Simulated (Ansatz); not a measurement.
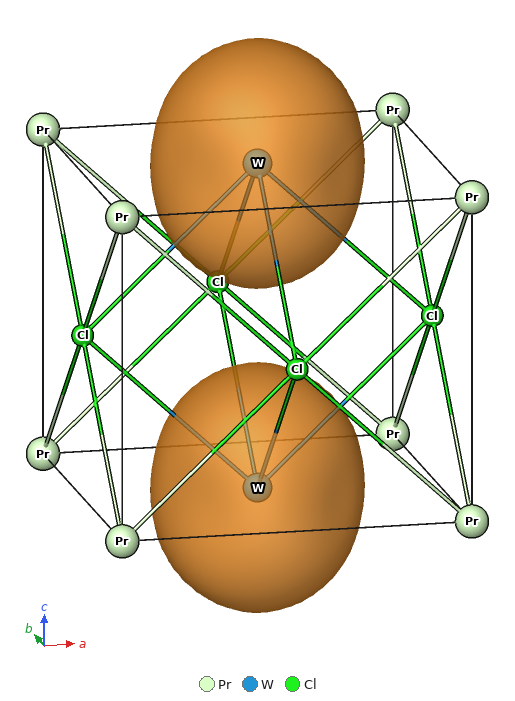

PrWCl2. Isosurfaces of the magnetisation density (up minus down) at +0.06 (orange) and −0.06 e/Å³ (purple), seen slightly off an axis. Sticks mark near contacts.

Space group P4/mmm; a structure generated by program, which may or may not match a known phase; no Hubbard U on the f states and no spin–orbit coupling; spin-polarised.

The calculation used DFT PBE, scalar-relativistic, plane waves, PAW; 4f electrons in the core of a trivalent norm-conserving potential in Ansatz 0.2.0.

In a pseudopotential calculation such maps are meaningful between the atoms, not at the nuclei.

```cif
data_structure
_symmetry_space_group_name_H-M 'P 1'
_symmetry_Int_Tables_number 1
_cell_length_a 4.5242
_cell_length_b 4.5242
_cell_length_c 4.2256
_cell_angle_alpha 90.000
_cell_angle_beta 90.000
_cell_angle_gamma 90.000
_cell_volume 86.49
loop_
_atom_site_label
_atom_site_type_symbol
_atom_site_fract_x
_atom_site_fract_y
_atom_site_fract_z
_atom_site_occupancy
Pr1 Pr 0.00000 0.00000 0.00000 1
W1 W 0.50000 0.50000 0.00000 1
Cl1 Cl 0.50000 0.00000 0.50000 1
Cl2 Cl 0.00000 0.50000 0.50000 1
```

Where is the spin, and how is it ordered?

Answer. The spin density sits on W: +2.2 μB in one cell of 4 atoms, with smaller moments on other sites: Pr (up to −0.05 μB) and Cl (up to +0.06 μB): parallel moments, as they must be, since the calculation's own cell holds one magnetic site. The cell of the calculation (4 atoms) carries 2.8 μB of net spin moment. Only one sign reaches the isovalue.
